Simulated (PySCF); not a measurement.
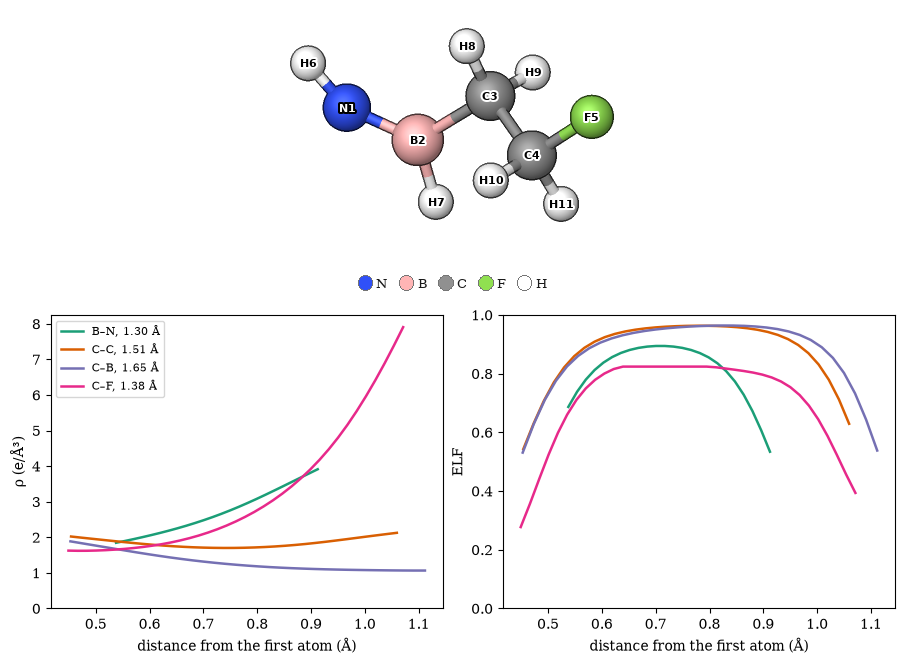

C2H6BFN (doublet). Total electron density and ELF along straight lines between neighbouring atoms. The curves leave out the atomic cores. The structure is drawn too.

Geometry: GFN2-xTB.

Level of theory: PySCF, UKS B3LYP, pcH-1 on B C F H N, non-relativistic, mean-field spin-orbit, GIAO.

```xyz
11

N     2.1913   -0.1056   -0.7431
B     1.1640   -0.5047   -0.0475
C    -0.0909    0.4962    0.3200
C    -1.4176   -0.1906    0.0781
F    -2.4525    0.6741    0.3799
H     2.6845    0.6003   -1.2420
H     1.0528   -1.5935    0.3786
H    -0.0365    1.4086   -0.2697
H     0.0110    0.7545    1.3733
H    -1.5488   -0.4692   -0.9719
H    -1.5519   -1.0677    0.7182
```

**What kind of bonding do the profiles show?**

B–N (1.30 Å): ρ is about 2.3 e/Å³ halfway; the ELF peaks at about 0.90 between the atoms (a polar covalent bond).
C–C (1.51 Å): ρ is about 1.7 e/Å³ halfway; the ELF peaks at about 0.95 between the atoms (a shared electron pair).
C–B (1.65 Å): ρ is about 1.2 e/Å³ halfway; the ELF peaks at about 0.95 between the atoms, as expected for a shared electron pair.
C–F (1.38 Å): ρ is about 2 e/Å³ halfway, with its minimum of 1.6 e/Å³ about 0.5 Å from C; the ELF peaks at about 0.80 between the atoms (a shared but strongly polarised pair).
